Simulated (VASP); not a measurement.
Band structure of Ru (hcp). Computed with PBE GGA, VASP's PBE PAW potentials (set 64) (plane waves; VASP).

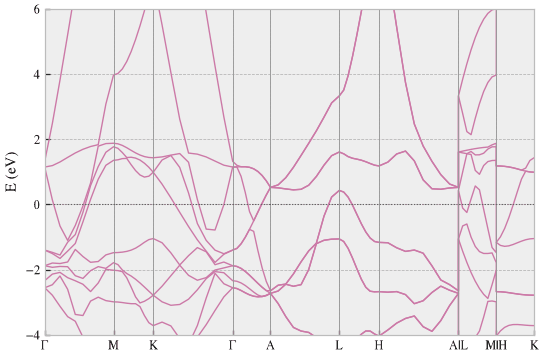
*Bands along high-symmetry lines, zero at the valence-band maximum or, without a gap, the Fermi level*

Question: Read the plot: is there a gap, and where are the band edges?

Answer: It has no gap at this level: it comes out as a metal or semimetal. (Edges off the drawn lines would not show.)

The compound is Ru in the hcp structure. It was relaxed first.
